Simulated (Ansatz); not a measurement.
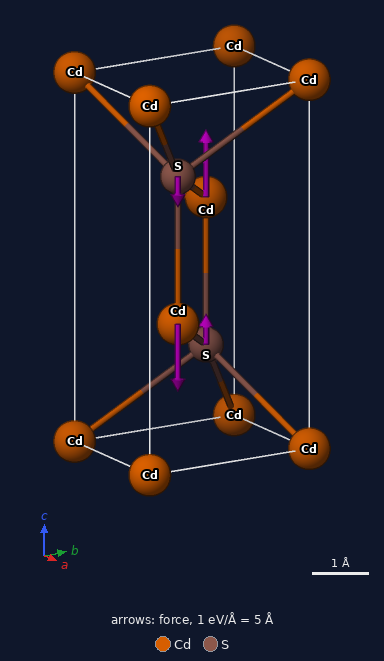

Starting geometry of solid Cd₃S₂ (built on the A-type sesquioxide_164 type) (coarse preliminary run) with the computed forces as purple arrows. The picture is a ball-and-stick view of the cell of the calculation, seen slightly off an axis.

Case: anti-A-type sesquioxide type (P-3m1, No. 164).

Method: DFT PBE, scalar-relativistic, plane waves, PAW (Ansatz 0.2.0).

Input
```yaml
crystal:
  lattice:
    - [4.3530504147, 0.0, 0.0]
    - [-2.1765252073, 3.7698522431, 0.0]
    - [0.0, 0.0, 6.7726393508]
  atoms:
    - { symbol: Cd, position: [0.0, 0.0, 0.0] }
    - { symbol: Cd, position: [0.3333333333, 0.6666666667, 0.645] }
    - { symbol: Cd, position: [0.6666666667, 0.3333333333, 0.355] }
    - { symbol: S, position: [0.3333333333, 0.6666666667, 0.245] }
    - { symbol: S, position: [0.6666666667, 0.3333333333, 0.755] }
basis:
  ecutwfc: 420
kpoints:
  mp_grid: { grid: [6, 6, 4] }
hamiltonian:
  xc: pbe
scf:
  occupations: { method: gaussian, width: 0.1 }
  lower_state_search: "off"
output:
  forces: true
  stress: true
  eigenvalues: true
relax:
  adjacent_minimum: "off"
  f_tol: 0.04
  max_steps: 70
  cell: { stress_tol: 0.4 }
```

Run as
```bash
ansatz run input.yaml --threads 1 --pin off --max-ram 2560MiB --backend cpu --events-out ev --progress --plain --runs-dir out
```

**Is this structure relaxed? If not, where do the atoms go?**

It isn't relaxed: the largest force vector, on Cd atoms, is 0.25 eV/Å. The final displacements have little in common with the starting forces (cosine between the two patterns 0.27). The largest moves relative to the cell, 0.78 Å, are those of S4 and S5. S5 goes along −c. Largest moves by element: S 0.78 Å, Cd 0.12 Å. Cell: a = b 4.353 → 4.342 Å (−0.3 %), c 6.773 → 9.259 Å (+36.7 %). Volume +36.0 %. Near-neighbour distances that change, for instance: Cd1–S4 3.012 → 3.944 Å, Cd2–S4 2.709 → 2.804 Å, Cd2–S5 2.621 → 2.533 Å. Bonds break: Cd1–S4 (3.01 → 3.94 Å), Cd1–S5 (3.01 → 3.94 Å). Bond angles that change, for instance: S4–Cd3–S5 106.5° → 98.3°, Cd2–S4–Cd3 73.5° → 81.7°, Cd3–S4–Cd3 112.3° → 118.0°. The space group stays P-3m1 (No. 164). After 10 accepted moves (12 points after the start) the energy has fallen by 0.824 eV per cell of the calculation. The largest force component goes from 0.25 to 0.0019 eV/Å. Pressure: 5.55 GPa at the start and 0.13 GPa at the end. At 2 points the geometry stayed and the basis and grid were re-selected for the new cell (energy shift of 45.9 meV per cell of the calculation at most each time). The run took 46 s on 1 thread of Intel(R) Xeon(R) 6975P-C (Granite Rapids), with other jobs on the host, peak memory 0.47 GiB.
